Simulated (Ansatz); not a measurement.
Geometry relaxation, with input and output: Si$_{2}$NH$_{7}$S (part 2 of 2)

Si$_{2}$NH$_{7}$S; RKS PBE0-D4/def2-TZVP (Ansatz 0.2.0). The geometry is a transition state displaced along its imaginary mode. The reaction was set up to form N2–H4 and to break Si1–N2 and S3–H4 (atoms counted from 1 in the order of the input); sticks are drawn by distance alone.

Geometry of the input (Å):
```
Si -0.4089  0.2429  -0.7631
N  1.3598  0.8997  -0.4158
S  0.3222  -0.7630  -2.3493
H  1.6106  0.3464  -1.2142
H  -1.1747  1.4881  -0.9260
Si -1.1382  -0.9576  1.1180
H  1.4926  1.9155  -0.4256
H  1.8364  0.5403  0.4244
H  -0.0464  -1.8499  1.6027
H  -2.2943  -1.7886  0.7027
H  -1.5591  -0.0737  2.2462
```

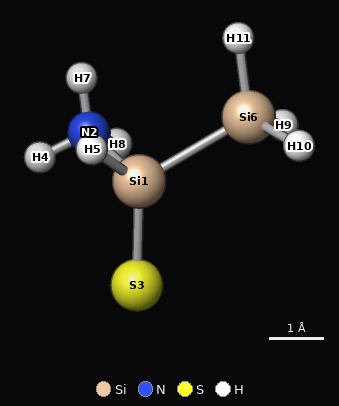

*The geometry at step 19 of the log (ball-and-stick view, seen at a tilt; atoms are numbered from 1 in the order of the input).*

Trajectory as extended XYZ, continued:
```
11
Properties=species:S:1:pos:R:3:forces:R:3 step=9 energy=-28185.25488
Si   -0.4086    0.1178   -0.9191   -0.0056  -0.0416  -0.0253
N     1.3275    0.8719   -0.3422   -0.0299  -0.0008   0.0017
S     0.0603   -1.0301   -2.4701    0.0029   0.0159   0.0232
H     1.8652    0.8672   -1.2094   -0.0132   0.0207   0.0130
H    -1.0791    1.4485   -1.0714    0.0125   0.0095  -0.0046
Si   -1.1136   -0.9001    1.0792    0.0083   0.0087  -0.0022
H     1.2985    1.8122    0.0449    0.0080  -0.0101   0.0080
H     1.7971    0.2537    0.3138    0.0149  -0.0094  -0.0155
H    -0.0039   -1.7657    1.5763   -0.0008  -0.0035   0.0028
H    -2.3084   -1.7461    0.8297    0.0029   0.0071   0.0046
H    -1.4351    0.0708    2.1683    0.0000   0.0035  -0.0059
11
Properties=species:S:1:pos:R:3:forces:R:3 step=10 energy=-28185.25422 accepted=F
Si   -0.4054    0.1003   -0.9298    0.0376   0.0004   0.0265
N     1.3176    0.8644   -0.3399    0.3072   0.0854   0.1328
S     0.0953   -1.0583   -2.4616   -0.0122  -0.0003   0.0090
H     1.8153    0.9917   -1.2320   -0.1490  -0.0107   0.3799
H    -1.0668    1.4335   -1.1044   -0.0089  -0.0088  -0.0060
Si   -1.1153   -0.8841    1.0840   -0.0162  -0.0121  -0.0194
H     1.2751    1.7533    0.1768    0.0667  -0.4316  -0.2411
H     1.8430    0.1699    0.2078   -0.2304   0.3635  -0.2842
H    -0.0091   -1.7455    1.5965   -0.0035   0.0036   0.0007
H    -2.3122   -1.7311    0.8466    0.0036   0.0065   0.0113
H    -1.4375    0.1057    2.1560    0.0052   0.0041  -0.0095
11
Properties=species:S:1:pos:R:3:forces:R:3 step=11 energy=-28185.25929
Si   -0.4064    0.1089   -0.9242    0.0031  -0.0248  -0.0090
N     1.3226    0.8696   -0.3414   -0.0170   0.0066  -0.0056
S     0.0777   -1.0471   -2.4634   -0.0019   0.0067   0.0099
H     1.8426    0.9328   -1.2169   -0.0090   0.0214   0.0159
H    -1.0750    1.4395   -1.0881    0.0071   0.0021  -0.0062
Si   -1.1145   -0.8928    1.0807    0.0022   0.0036  -0.0012
H     1.2881    1.7808    0.1102    0.0044  -0.0151   0.0056
H     1.8179    0.2152    0.2584    0.0106  -0.0087  -0.0117
H    -0.0078   -1.7585    1.5841   -0.0005  -0.0013   0.0029
H    -2.3121   -1.7368    0.8391   -0.0001   0.0057   0.0035
H    -1.4330    0.0882    2.1616    0.0012   0.0038  -0.0042
11
Properties=species:S:1:pos:R:3:forces:R:3 step=12 energy=-28185.26234
Si   -0.4031    0.0989   -0.9294    0.0070  -0.0051  -0.0011
N     1.3181    0.8678   -0.3405    0.1164  -0.0427   0.0587
S     0.0912   -1.0645   -2.4591   -0.0006   0.0015   0.0072
H     1.8201    1.0011   -1.2211   -0.0434   0.0075   0.1088
H    -1.0697    1.4292   -1.1060   -0.0002  -0.0039  -0.0029
Si   -1.1151   -0.8857    1.0823   -0.0022   0.0001  -0.0009
H     1.2767    1.7471    0.1749    0.0153  -0.1093  -0.0484
H     1.8406    0.1785    0.2030   -0.0922   0.1447  -0.1225
H    -0.0119   -1.7515    1.5931   -0.0022  -0.0001   0.0026
H    -2.3164   -1.7266    0.8483   -0.0011   0.0035   0.0030
H    -1.4306    0.1058    2.1546    0.0032   0.0038  -0.0043
11
Properties=species:S:1:pos:R:3:forces:R:3 step=13 energy=-28185.26299
Si   -0.3998    0.0865   -0.9353    0.0544  -0.0198   0.0131
N     1.3146    0.8617   -0.3390    0.1872   0.1405  -0.0336
S     0.1095   -1.0824   -2.4557   -0.0118   0.0029   0.0055
H     1.7865    1.0853   -1.2241   -0.1182  -0.0503   0.3292
H    -1.0624    1.4174   -1.1235   -0.0117  -0.0101   0.0037
Si   -1.1135   -0.8792    1.0851   -0.0272   0.0052  -0.0022
H     1.2621    1.6965    0.2535    0.0534  -0.2659  -0.1821
H     1.8720    0.1419    0.1271   -0.1264   0.1933  -0.1305
H    -0.0200   -1.7456    1.6159   -0.0041   0.0080  -0.0108
H    -2.3203   -1.7134    0.8560   -0.0011  -0.0010   0.0095
H    -1.4289    0.1313    2.1401    0.0054  -0.0028  -0.0018
11
Properties=species:S:1:pos:R:3:forces:R:3 step=14 energy=-28185.26950
Si   -0.3896    0.0739   -0.9383   -0.0132  -0.0101  -0.0066
N     1.3133    0.8667   -0.3427    0.0052   0.0081   0.0046
S     0.1263   -1.1073   -2.4456    0.0025  -0.0061   0.0004
H     1.7708    1.1598   -1.2047    0.0002   0.0112   0.0010
H    -1.0685    1.3942   -1.1412    0.0034   0.0021   0.0035
Si   -1.1166   -0.8727    1.0870    0.0056  -0.0032  -0.0006
H     1.2601    1.6517    0.3030    0.0011  -0.0106   0.0017
H     1.8890    0.1317    0.0609   -0.0007   0.0021  -0.0028
H    -0.0349   -1.7528    1.6177   -0.0032  -0.0001  -0.0003
H    -2.3358   -1.6907    0.8640   -0.0021   0.0046   0.0029
H    -1.4141    0.1453    2.1400    0.0012   0.0019  -0.0037
11
Properties=species:S:1:pos:R:3:forces:R:3 step=15 energy=-28185.27058
Si   -0.3860    0.0627   -0.9431   -0.0004   0.0050  -0.0018
N     1.3097    0.8692   -0.3427    0.0042   0.0050   0.0163
S     0.1399   -1.1254   -2.4411    0.0012  -0.0027  -0.0036
H     1.7556    1.2076   -1.1939    0.0006  -0.0041   0.0023
H    -1.0667    1.3813   -1.1524   -0.0057  -0.0049  -0.0028
Si   -1.1155   -0.8713    1.0866    0.0016   0.0052  -0.0035
H     1.2499    1.6253    0.3360   -0.0061  -0.0021   0.0009
H     1.9001    0.1278    0.0265    0.0074   0.0005  -0.0139
H    -0.0456   -1.7651    1.6165   -0.0007  -0.0040   0.0020
H    -2.3493   -1.6696    0.8728   -0.0020   0.0026   0.0034
H    -1.3922    0.1576    2.1349   -0.0003  -0.0003   0.0006
11
Properties=species:S:1:pos:R:3:forces:R:3 step=16 energy=-28185.26544 accepted=F
Si   -0.3736    0.0332   -0.9593    0.0359   0.0178   0.0156
N     1.3010    0.8737   -0.3406    0.2343   0.2188   0.0066
S     0.1856   -1.1687   -2.4335   -0.0006   0.0026   0.0056
H     1.7093    1.3443   -1.1586   -0.1416  -0.2168   0.3468
H    -1.0829    1.3329   -1.1976    0.0179  -0.0137   0.0132
Si   -1.1053   -0.8598    1.0884   -0.0684  -0.0496   0.0117
H     1.2235    1.5422    0.4349    0.0539  -0.2394  -0.2838
H     1.9373    0.1140   -0.0797   -0.1677   0.2481  -0.0926
H    -0.0820   -1.8048    1.6233   -0.0057   0.0213  -0.0166
H    -2.3825   -1.5962    0.8912    0.0264   0.0143   0.0124
H    -1.3303    0.1892    2.1315    0.0155  -0.0034  -0.0190
11
Properties=species:S:1:pos:R:3:forces:R:3 step=17 energy=-28185.27046 accepted=F
Si   -0.3782    0.0564   -0.9484   -0.0455  -0.0361  -0.0021
N     1.3111    0.8711   -0.3390   -0.0026  -0.0071  -0.0449
S     0.1399   -1.1339   -2.4483    0.0213   0.0291   0.0326
H     1.7488    1.2316   -1.1852    0.0067   0.0141   0.0050
H    -1.0737    1.3668   -1.1596    0.0222   0.0110   0.0009
Si   -1.1127   -0.8689    1.0837   -0.0068  -0.0226   0.0250
H     1.2439    1.6126    0.3547   -0.0015  -0.0039   0.0015
H     1.9139    0.1299    0.0103   -0.0063  -0.0035   0.0049
H    -0.0552   -1.7743    1.6201    0.0013   0.0038  -0.0054
H    -2.3566   -1.6546    0.8807    0.0006   0.0030  -0.0140
H    -1.3814    0.1632    2.1311    0.0107   0.0122  -0.0034
11
Properties=species:S:1:pos:R:3:forces:R:3 step=18 energy=-28185.27083
Si   -0.3845    0.0597   -0.9442    0.0042  -0.0016  -0.0048
N     1.3094    0.8697   -0.3422   -0.0011   0.0036   0.0064
S     0.1444   -1.1280   -2.4414    0.0016  -0.0033  -0.0013
H     1.7512    1.2193   -1.1908   -0.0009   0.0019  -0.0018
H    -1.0684    1.3761   -1.1563   -0.0030  -0.0019   0.0016
Si   -1.1150   -0.8710    1.0869   -0.0006   0.0021  -0.0009
H     1.2469    1.6183    0.3444   -0.0005  -0.0003   0.0039
H     1.9056    0.1277    0.0164    0.0021  -0.0021  -0.0054
H    -0.0497   -1.7700    1.6179   -0.0027  -0.0004  -0.0005
H    -2.3535   -1.6627    0.8755   -0.0007   0.0026   0.0022
H    -1.3864    0.1610    2.1337    0.0017  -0.0006   0.0006
11
Properties=species:S:1:pos:R:3:forces:R:3 step=19 energy=-28185.27083
Si   -0.3723    0.0369   -0.9510   -0.0043   0.0140  -0.0002
N     1.3061    0.8765   -0.3413    0.0766   0.0264  -0.0193
S     0.1772   -1.1544   -2.4378    0.0021   0.0074   0.0124
H     1.7234    1.2965   -1.1736   -0.0608  -0.0460   0.1062
H    -1.0737    1.3429   -1.1715    0.0027   0.0029  -0.0135
Si   -1.1169   -0.8684    1.0869    0.0169  -0.0237   0.0132
H     1.2290    1.5786    0.3949    0.0311  -0.0802  -0.0752
H     1.9340    0.1298   -0.0442   -0.0676   0.0869  -0.0110
H    -0.0775   -1.8006    1.6132   -0.0201   0.0066   0.0026
H    -2.3862   -1.6176    0.8939    0.0199   0.0159  -0.0015
H    -1.3431    0.1797    2.1304    0.0036  -0.0102  -0.0136
11
Properties=species:S:1:pos:R:3:forces:R:3 step=20 energy=-28185.27124
Si   -0.3775    0.0443   -0.9511    0.0307  -0.0211   0.0069
N     1.3038    0.8754   -0.3402    0.0225   0.0177  -0.0249
S     0.1693   -1.1491   -2.4372    0.0016   0.0056  -0.0002
H     1.7261    1.2804   -1.1749   -0.0150  -0.0104   0.0339
H    -1.0728    1.3528   -1.1759   -0.0060  -0.0060   0.0101
Si   -1.1087   -0.8716    1.0868   -0.0347   0.0058   0.0089
H     1.2312    1.5863    0.3854    0.0114  -0.0240  -0.0191
H     1.9235    0.1296   -0.0302   -0.0203   0.0231  -0.0017
H    -0.0748   -1.8030    1.6239   -0.0004   0.0115  -0.0204
H    -2.3757   -1.6212    0.8856    0.0072   0.0037   0.0052
H    -1.3443    0.1761    2.1277    0.0030  -0.0057   0.0012
11
Properties=species:S:1:pos:R:3:forces:R:3 step=21 energy=-28185.27152
Si   -0.3767    0.0446   -0.9488    0.0030  -0.0001   0.0013
N     1.3059    0.8751   -0.3414   -0.0094   0.0082  -0.0036
S     0.1706   -1.1468   -2.4361    0.0013  -0.0019  -0.0008
H     1.7301    1.2730   -1.1775   -0.0032  -0.0020   0.0017
H    -1.0755    1.3517   -1.1713    0.0046   0.0011  -0.0004
Si   -1.1137   -0.8696    1.0875   -0.0015  -0.0034  -0.0001
H     1.2353    1.5906    0.3790    0.0042  -0.0022   0.0009
H     1.9224    0.1304   -0.0247   -0.0014   0.0000   0.0000
H    -0.0708   -1.7967    1.6136   -0.0057   0.0005   0.0015
H    -2.3768   -1.6252    0.8868    0.0039   0.0024   0.0014
H    -1.3509    0.1728    2.1330    0.0042  -0.0027  -0.0022
11
Properties=species:S:1:pos:R:3:forces:R:3 step=22 energy=-28185.27165
Si   -0.3741    0.0409   -0.9493   -0.0048  -0.0008  -0.0013
N     1.3033    0.8786   -0.3412    0.0053   0.0005  -0.0002
S     0.1802   -1.1516   -2.4332    0.0014  -0.0016  -0.0010
H     1.7244    1.2816   -1.1763   -0.0006  -0.0011   0.0010
H    -1.0759    1.3456   -1.1761    0.0001  -0.0009   0.0008
Si   -1.1130   -0.8710    1.0873   -0.0016   0.0006   0.0008
H     1.2316    1.5905    0.3825   -0.0010   0.0016   0.0023
H     1.9235    0.1349   -0.0288   -0.0001   0.0025  -0.0020
H    -0.0800   -1.8104    1.6096    0.0002  -0.0023   0.0007
H    -2.3853   -1.6117    0.8906   -0.0008   0.0010  -0.0009
H    -1.3348    0.1725    2.1350    0.0018   0.0004  -0.0003
11
Properties=species:S:1:pos:R:3:forces:R:3 step=23 energy=-28185.27178
Si   -0.3680    0.0317   -0.9502   -0.0129  -0.0084  -0.0027
N     1.2991    0.8855   -0.3409    0.0282   0.0016   0.0007
S     0.2017   -1.1631   -2.4267   -0.0003   0.0021  -0.0001
H     1.7114    1.3049   -1.1726   -0.0032  -0.0039   0.0108
H    -1.0807    1.3291   -1.1852    0.0007  -0.0020   0.0010
Si   -1.1116   -0.8733    1.0879   -0.0025  -0.0008   0.0016
H     1.2233    1.5865    0.3932   -0.0032  -0.0030  -0.0055
H     1.9300    0.1446   -0.0426   -0.0077   0.0120  -0.0042
H    -0.1001   -1.8403    1.6019   -0.0042   0.0030  -0.0018
H    -2.4046   -1.5799    0.8965    0.0056   0.0048   0.0026
H    -1.3005    0.1744    2.1386   -0.0005  -0.0054  -0.0024
11
Properties=species:S:1:pos:R:3:forces:R:3 step=24 energy=-28185.27181
Si   -0.3662    0.0286   -0.9503   -0.0088  -0.0026  -0.0072
N     1.2987    0.8879   -0.3415    0.0221  -0.0010   0.0044
S     0.2072   -1.1654   -2.4260   -0.0016   0.0014   0.0025
H     1.7095    1.3096   -1.1726   -0.0033  -0.0023   0.0056
H    -1.0814    1.3245   -1.1868   -0.0014  -0.0020   0.0011
Si   -1.1114   -0.8744    1.0880   -0.0040  -0.0045   0.0082
H     1.2208    1.5879    0.3935   -0.0034  -0.0020  -0.0041
H     1.9320    0.1488   -0.0443   -0.0036   0.0081  -0.0017
H    -0.1070   -1.8496    1.6002   -0.0031   0.0032  -0.0036
H    -2.4103   -1.5706    0.8988    0.0056   0.0037  -0.0008
H    -1.2919    0.1726    2.1409    0.0014  -0.0019  -0.0044
11
Properties=species:S:1:pos:R:3:forces:R:3 step=25 energy=-28185.27185
Si   -0.3644    0.0252   -0.9505   -0.0054  -0.0020  -0.0050
N     1.2983    0.8908   -0.3414    0.0069  -0.0033   0.0036
S     0.2120   -1.1686   -2.4251   -0.0003   0.0022   0.0025
H     1.7079    1.3137   -1.1722   -0.0006   0.0017  -0.0035
H    -1.0834    1.3186   -1.1878   -0.0004   0.0001  -0.0001
Si   -1.1107   -0.8760    1.0882   -0.0018  -0.0035   0.0056
H     1.2172    1.5906    0.3931   -0.0035   0.0008  -0.0001
H     1.9342    0.1544   -0.0437    0.0022  -0.0002   0.0021
H    -0.1145   -1.8611    1.5970   -0.0030   0.0032  -0.0027
H    -2.4166   -1.5595    0.9004    0.0046   0.0025  -0.0005
H    -1.2801    0.1718    2.1420    0.0011  -0.0016  -0.0021
11
Properties=species:S:1:pos:R:3:forces:R:3 step=26 energy=-28185.27186
Si   -0.3640    0.0233   -0.9508    0.0034   0.0031  -0.0009
N     1.2979    0.8920   -0.3412   -0.0035  -0.0018   0.0024
S     0.2147   -1.1699   -2.4247   -0.0007  -0.0011  -0.0001
H     1.7077    1.3140   -1.1723    0.0000   0.0020  -0.0056
H    -1.0841    1.3160   -1.1890   -0.0010   0.0006   0.0001
Si   -1.1103   -0.8768    1.0884   -0.0004  -0.0026   0.0006
H     1.2137    1.5934    0.3913   -0.0010   0.0011   0.0014
H     1.9348    0.1579   -0.0406    0.0028  -0.0029   0.0030
H    -0.1182   -1.8674    1.5937   -0.0014   0.0012  -0.0009
H    -2.4199   -1.5530    0.9014    0.0015   0.0007   0.0010
H    -1.2724    0.1706    2.1437    0.0003  -0.0002  -0.0011
11
Properties=species:S:1:pos:R:3:forces:R:3 step=27 energy=-28185.27187
Si   -0.3635    0.0227   -0.9515    0.0004  -0.0006   0.0018
N     1.2977    0.8927   -0.3405   -0.0065  -0.0014  -0.0016
S     0.2153   -1.1709   -2.4250    0.0013   0.0007  -0.0008
H     1.7084    1.3132   -1.1720    0.0004   0.0008  -0.0025
H    -1.0847    1.3148   -1.1898    0.0015   0.0012  -0.0003
Si   -1.1101   -0.8775    1.0876    0.0014   0.0009   0.0006
H     1.2111    1.5959    0.3901    0.0004  -0.0003   0.0007
H     1.9348    0.1600   -0.0368    0.0007  -0.0012   0.0018
H    -0.1199   -1.8709    1.5907    0.0010  -0.0009   0.0007
H    -2.4219   -1.5499    0.9038   -0.0008  -0.0002  -0.0018
H    -1.2671    0.1700    2.1433    0.0002   0.0011   0.0014
11
Properties=species:S:1:pos:R:3:forces:R:3 step=28 energy=-28185.27187
Si   -0.3637    0.0227   -0.9515    0.0025   0.0007   0.0018
N     1.2972    0.8925   -0.3405   -0.0022  -0.0014  -0.0018
S     0.2152   -1.1706   -2.4253    0.0004   0.0006  -0.0001
H     1.7083    1.3123   -1.1721    0.0004   0.0001  -0.0009
H    -1.0841    1.3153   -1.1898   -0.0008  -0.0002   0.0000
Si   -1.1096   -0.8775    1.0878   -0.0010   0.0010  -0.0013
H     1.2105    1.5962    0.3897    0.0002  -0.0005   0.0003
H     1.9340    0.1598   -0.0360    0.0005   0.0003   0.0009
H    -0.1196   -1.8710    1.5910    0.0008  -0.0004   0.0000
H    -2.4214   -1.5497    0.9031   -0.0009  -0.0007   0.0001
H    -1.2669    0.1701    2.1436    0.0001   0.0005   0.0009
```

Summary:

| quantity | value |
| --- | --- |
| outcome | converged |
| total energy | −28185.2719 eV |
| mean-field energy | −28185.0342 eV |
| dispersion energy | −0.2377 eV |
| SCF solution under orbital rotations | stable |
| largest force (length of the vector) at the end | 0.003 eV/Å |
| dipole moment | 7.16 D |
| wall time | 79 s (CPU time 4.9 min) |
| peak memory | 0.49 GiB |
